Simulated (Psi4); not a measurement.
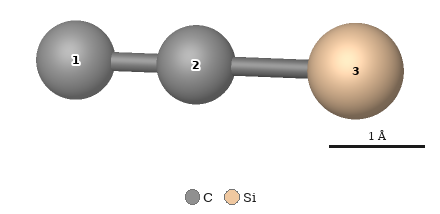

Figure 1. The structure as given in the input (ball-and-stick view, seen at a tilt; atoms are numbered from 1 in the order of the input). Bond lengths as drawn: C–C 1.31 Å and C–Si 1.73 Å.

Geometry relaxation of C$_{2}$Si (charge +1) (part 1 of 3)

The run: geometry relaxation of C$_{2}$Si (Silicon dicarbide), charge +1, multiplicity 2. Method and program: r2SCAN/6-31G, UKS, dispersion D4 (Psi4 1.11).

The starting geometry was optimised with r2SCAN/6-31G.

What the program printed
```
Psi4 1.11 release

gradient() will perform analytic gradient computation.

   => Loading Basis Set <=

    Name: 6-31G
    Role: ORBITAL
    Keyword: BASIS

   => R2SCAN-D4(BJ,EEQ)ATM: Empirical Dispersion <=

        a1 =       0.515592
        a2 =       5.773429
       alp =      16.000000
        s6 =       1.000000
        s8 =       0.601875
        s9 =       1.000000
        ga =       3.000000
        gc =       2.000000
        wf =       6.000000

         ---------------------------------------------------------
                                   SCF
                              UKS Reference
                        1 Threads,   1525 MiB Core
         ---------------------------------------------------------

  ==> Geometry <==

    Molecular point group: c1
    Full point group: Cs

    Geometry (in Angstrom), charge = 1, multiplicity = 2:

       Center              X                  Y                   Z               Mass
    ------------   -----------------  -----------------  -----------------  -----------------
         C            1.000206592451     1.657504321230     0.000000000000    12.000000000000
         C            0.324985152953     0.539400706384     0.000000000000    12.000000000000
         SI          -0.568407717165    -0.942307236598    -0.000000000000    27.976926534650

  Running in c1 symmetry.

  Rotational constants: A = 7329251.96142  B =      0.20162  C =      0.20162 [cm^-1]
  Rotational constants: A = 219725446081.45441  B =   6044.29756  C =   6044.29739 [MHz]
  Nuclear repulsion =   54.915487357661554

  Charge       = 1
  Multiplicity = 2
  Electrons    = 25
  Nalpha       = 13
  Nbeta        = 12

  ==> Algorithm <==

  SCF Algorithm Type is DF.
  DIIS enabled.
  MOM disabled.
  Fractional occupation disabled.
  Guess Type is SAD.
  Energy threshold   = 1.00e-08
  Density threshold  = 1.00e-08
  Integral threshold = 1.00e-12

  ==> Primary Basis <==

  Basis Set: 6-31G
    Blend: 6-31G
    Number of shells: 17
    Number of basis functions: 31
    Number of Cartesian functions: 31
    Spherical Harmonics?: false
    Max angular momentum: 1

  ==> DFT Potential <==

   => LibXC <=

    Version 7.1.2

   => Composite Functional: R2SCAN-D4BJEEQATM <=

    r2SCAN Meta-GGA XC Functional  (0.1021/acs.jpclett.0c02405)

    Deriv               =              1
    GGA                 =           TRUE
    Meta                =           TRUE

    Exchange Hybrid     =          FALSE
    MP2 Hybrid          =          FALSE

   => Exchange Functionals <=

    1.0000   XC_MGGA_X_R2SCAN

   => Correlation Functionals <=

    1.0000   XC_MGGA_C_R2SCAN

   => LibXC Density Thresholds  <==

    XC_MGGA_C_R2SCAN:  1.00E-15
    XC_MGGA_X_R2SCAN:  1.00E-11

   => Molecular Quadrature <=

    Radial Scheme          =       TREUTLER
    Pruning Scheme         =           NONE
    Nuclear Scheme         =       TREUTLER

    Blocking Scheme        =         OCTREE
    BS radius alpha        =              1
    Pruning alpha          =              1
    Radial Points          =             75
    Spherical Points       =            302
    Total Points           =          64657
    Total Blocks           =            557
    Max Points             =            255
    Max Functions          =             30
    Weights Tolerance      =       1.00E-15

   => Loading Basis Set <=

    Name: (6-31G AUX)
    Role: JKFIT
    Keyword: DF_BASIS_SCF

  ==> Integral Setup <==

  DFHelper Memory: AOs need 0.003 GiB; user supplied 0.990 GiB.
  SCF_SUBTYPE=INCORE selected. In-core MEM_DF algorithm will be used.
  Using in-core AOs.

  ==> MemDFJK: Density-Fitted J/K Matrices <==

    J tasked:                   Yes
    K tasked:                    No
    wK tasked:                   No
    Memory [MiB]:              1013
    Algorithm:                 Core
    Schwarz Cutoff:           1E-12
    Mask sparsity (%):       1.2487
    Fitting Condition:        1E-10

   => Auxiliary Basis Set <=

  Basis Set: (6-31G AUX)
    Blend: CC-PVDZ-JKFIT
    Number of shells: 84
    Number of basis functions: 292
    Number of Cartesian functions: 292
    Spherical Harmonics?: false
    Max angular momentum: 3

  Cached 100.0% of DFT collocation blocks in 0.128 [GiB].

  Minimum eigenvalue in the overlap matrix is 4.1408559242E-03.
  Reciprocal condition number of the overlap matrix is 1.0885971808E-03.
    Using symmetric orthogonalization.

  ==> Pre-Iterations <==

  SCF Guess: Superposition of Atomic Densities via on-the-fly atomic UHF (no occupation information).

   -------------------------
    Irrep   Nso     Nmo
   -------------------------
     A         31      31
   -------------------------
    Total      31      31
   -------------------------

  ==> Iterations <==

                           Total Energy        Delta E     RMS |[F,P]|

   @DF-UKS iter SAD:  -364.78304019462087   -3.64783e+02   0.00000e+00
   @DF-UKS iter   1:  -364.71787657909476    6.51636e-02   1.88014e-02 ADIIS/DIIS
   @DF-UKS iter   2:  -361.22006016238987    3.49782e+00   5.25148e-02 ADIIS/DIIS
   @DF-UKS iter   3:  -364.97524347155144   -3.75518e+00   9.82596e-03 ADIIS/DIIS
   @DF-UKS iter   4:  -364.81977438007829    1.55469e-01   1.61231e-02 ADIIS/DIIS
   @DF-UKS iter   5:  -365.02266805983197   -2.02894e-01   3.91940e-03 ADIIS/DIIS
   @DF-UKS iter   6:  -365.03277014515447   -1.01021e-02   2.03474e-03 ADIIS/DIIS
   @DF-UKS iter   7:  -365.03645397134170   -3.68383e-03   7.03288e-04 ADIIS/DIIS
   @DF-UKS iter   8:  -365.03740564366183   -9.51672e-04   4.55472e-04 ADIIS/DIIS
   @DF-UKS iter   9:  -365.03764465348735   -2.39010e-04   8.44827e-05 DIIS
   @DF-UKS iter  10:  -365.03771584425755   -7.11908e-05   4.56889e-05 DIIS
   @DF-UKS iter  11:  -365.03771757292276   -1.72867e-06   9.37331e-06 DIIS
   @DF-UKS iter  12:  -365.03771764450471   -7.15820e-08   6.55880e-07 DIIS
   @DF-UKS iter  13:  -365.03771764632353   -1.81882e-09   5.93922e-07 DIIS
   @DF-UKS iter  14:  -365.03771764656523   -2.41698e-10   2.17877e-07 DIIS
   @DF-UKS iter  15:  -365.03771764660718   -4.19504e-11   2.34043e-08 DIIS
   @DF-UKS iter  16:  -365.03771764660729   -1.13687e-13   1.16413e-08 DIIS
   @DF-UKS iter  17:  -365.03771764660763   -3.41061e-13   8.71700e-10 DIIS
  Energy and wave function converged.

  ==> Post-Iterations <==

   Electrons on quadrature grid:
      Nalpha   =   13.0000001631 ; deviation = 1.631e-07
      Nbeta    =   12.0000000779 ; deviation = 7.787e-08
      Ntotal   =   25.0000002409 ; deviation = 2.409e-07

   @Spin Contamination Metric:   1.291227524E-01
   @S^2 Expected:                7.500000000E-01
   @S^2 Observed:                8.791227524E-01
   @S   Expected:                5.000000000E-01
   @S   Observed:                5.000000000E-01

    Orbital Energies [Eh]
    ---------------------

    Alpha Occupied:

       1A    -66.179882     2A    -10.435420     3A    -10.327287
       4A     -5.547814     5A     -3.891324     6A     -3.891324
       7A     -3.884673     8A     -1.000058     9A     -0.808801
      10A     -0.635586    11A     -0.549834    12A     -0.549834
      13A     -0.527748

    Alpha Virtual:

      14A     -0.398709    15A     -0.398709    16A     -0.233191
      17A     -0.233191    18A     -0.126778    19A     -0.040204
      20A      0.071896    21A      0.071897    22A      0.072347
      23A      0.192633    24A      0.333263    25A      0.333263
      26A      0.372767    27A      0.450986    28A      0.450986
      29A      0.548398    30A      0.738375    31A      0.997741

    Beta Occupied:

       1A    -66.180103     2A    -10.408902     3A    -10.328912
       4A     -5.548089     5A     -3.892244     6A     -3.892244
       7A     -3.883919     8A     -0.976584     9A     -0.801426
      10A     -0.538687    11A     -0.534731    12A     -0.534731

    Beta Virtual:

      13A     -0.436005    14A     -0.380732    15A     -0.380732
      16A     -0.207584    17A     -0.207584    18A     -0.125649
      19A     -0.038252    20A      0.074043    21A      0.074043
      22A      0.087324    23A      0.232162    24A      0.361179
      25A      0.361179    26A      0.467559    27A      0.467559
      28A      0.490606    29A      0.565872    30A      0.735280
      31A      1.027116

    Final Occupation by Irrep:
              A
    DOCC [    12 ]
    SOCC [     1 ]
    NA   [    13 ]
    NB   [    12 ]

  @DF-UKS Final Energy:  -365.03771764660763

   => Energetics <=

    Nuclear Repulsion Energy =             54.9154873576615543
    One-Electron Energy =                -604.1360410761883486
    Two-Electron Energy =                 215.3586737155764013
    DFT Exchange-Correlation Energy =     -31.1754146563750894
    Empirical Dispersion Energy =          -0.0004229872820822
    VV10 Nonlocal Energy =                  0.0000000000000000
    Total Energy =                       -365.0377176466076321

  UHF NO Occupations:
  HONO-2 :   11  A 1.9678275
  HONO-1 :   12  A 1.9678275
  HONO-0 :   13  A 1.0000000
  LUNO+0 :   14  A 0.0321725
  LUNO+1 :   15  A 0.0321725
  LUNO+2 :   16  A 0.0009688
  LUNO+3 :   17  A 0.0002245

Computation Completed

Properties will be evaluated at   0.000000,   0.000000,   0.000000 [a0]

Properties computed using the SCF density matrix

 Multipole Moments:

 ------------------------------------------------------------------------------------
     Multipole            Electronic (a.u.)      Nuclear  (a.u.)        Total (a.u.)
 ------------------------------------------------------------------------------------

 L = 1.  Multiply by 2.5417464519 to convert [e a0] to [Debye]
 Dipole X            :         -0.0849997           -0.0123920           -0.0973917
 Dipole Y            :         -0.1415852           -0.0205435           -0.1621287
 Dipole Z            :         -0.0000000           -0.0000000           -0.0000000
 Magnitude           :                                                    0.1891319

 ------------------------------------------------------------------------------------

	total time  =          8 seconds =       0.13 minutes

         ------------------------------------------------------------
                                   SCF GRAD
         ------------------------------------------------------------

  ==> Geometry <==

    Molecular point group: c1
    Full point group: Cs

    Geometry (in Angstrom), charge = 1, multiplicity = 2:

       Center              X                  Y                   Z               Mass
    ------------   -----------------  -----------------  -----------------  -----------------
         C            1.000206592451     1.657504321230     0.000000000000    12.000000000000
         C            0.324985152953     0.539400706384     0.000000000000    12.000000000000
         SI          -0.568407717165    -0.942307236598    -0.000000000000    27.976926534650

  Nuclear repulsion =   54.915487357661554

  ==> Basis Set <==

  Basis Set: 6-31G
    Blend: 6-31G
    Number of shells: 17
    Number of basis functions: 31
    Number of Cartesian functions: 31
    Spherical Harmonics?: false
    Max angular momentum: 1

  ==> DFJKGrad: Density-Fitted SCF Gradients <==

    Gradient:                    1
    J tasked:                  Yes
    K tasked:                   No
    wK tasked:                  No
    Integrals threads:           1
    Memory [MiB]:             1144
    Schwarz Cutoff:          1E-12
    Fitting Condition:       1E-10

   => Auxiliary Basis Set <=

  Basis Set: (6-31G AUX)
    Blend: CC-PVDZ-JKFIT
    Number of shells: 84
    Number of basis functions: 292
    Number of Cartesian functions: 292
    Spherical Harmonics?: false
    Max angular momentum: 3

   => Molecular Quadrature <=

    Radial Scheme          =       TREUTLER
    Pruning Scheme         =           NONE
    Nuclear Scheme         =       TREUTLER

    Blocking Scheme        =         OCTREE
    BS radius alpha        =              1
    Pruning alpha          =              1
    Radial Points          =             75
    Spherical Points       =            302
    Total Points           =          64657
    Total Blocks           =            557
    Max Points             =            255
    Max Functions          =             30
    Weights Tolerance      =       1.00E-15

  -Total Gradient:
     Atom            X                  Y                   Z
    ------   -----------------  -----------------  -----------------
       1        0.034311120386     0.056803229220    -0.000000000000
       2       -0.056256864907    -0.093190363055    -0.000000000000
       3        0.022012851681     0.036499232466    -0.000000000000

	total time  =          1 seconds =       0.02 minutes

    			-----------------------------------------

    			 OPTKING 3.0: for geometry optimizations

    			        with contributions from

    			-----------------------------------------

	                            ===> Fragment 1 <==

	 Z (Atomic Numbers)          Masses                          Geom
	       6.000000            12.000000          1.89011653  3.13222922  0.00000000
	       6.000000            12.000000          0.61413293  1.01931961  0.00000000
	      14.000000            27.976927         -1.07413491 -1.78070260 -0.00000000

	 - Coordinate -           - BOHR/RAD -       - ANG/DEG -
	 R(1,2)           =         2.468303           1.306170
	 R(2,3)           =         3.269614           1.730205
	 L(1,2,3)         =         3.140896         179.960065
	 l(1,2,3)         =         3.141593         180.000000

	        --- Internal Coordinate Step in ANG or DEG, aJ/ANG or AJ/DEG ---
	-------------------------------------------------------------------------------
	           Coordinate      Previous         Force          Change          New
	           ----------      --------        ------          ------        ------
	               R(1,2)       1.30617       -0.54638       -0.05261       1.25356
	               R(2,3)       1.73020        0.35080        0.06689       1.79710
	             L(1,2,3)     179.96007        0.00000        0.00363     179.96370
	             l(1,2,3)     180.00000        0.00000        0.00000     180.00000
	-------------------------------------------------------------------------------

	                                 ==> Convergence Check <==

	Measures of convergence in internal coordinates in au.

	Criteria marked as inactive (o), active & met (*), and active & unmet ( ).

	----------------------------------------------------------------------------------------------~
	   Step    Total Energy     Delta E     Max Force     RMS Force      Max Disp      RMS Disp   ~
	----------------------------------------------------------------------------------------------~
	  Convergence Criteria     1.00e-06 *    3.00e-04 *             o    1.20e-03 *             o~
	----------------------------------------------------------------------------------------------~
	     1    -365.03771765   -3.65e+02      6.63e-02      3.94e-02 o    1.26e-01      8.04e-02 o  ~
	----------------------------------------------------------------------------------------------

Next Geometry in Ang
	Fragment 1 (Ang)

	    C   0.9935845104   1.6465783241   0.0000000000
	    C   0.3455917564   0.5734903905  -0.0000000000
	   Si  -0.5823922386  -0.9654709236  -0.0000000000

    Structure for next step:
    Molecular point group: c1
    Full point group: Cs

    Geometry (in Angstrom), charge = 1, multiplicity = 2:

    C            0.997883142272     1.653698493559     0.000000000000
    C            0.349890388249     0.580610559944    -0.000000000000
    SI          -0.578093606752    -0.958350754105    -0.000000000000

gradient() will perform analytic gradient computation.

  ==> Geometry <==

    Molecular point group: c1
    Full point group: Cs
```
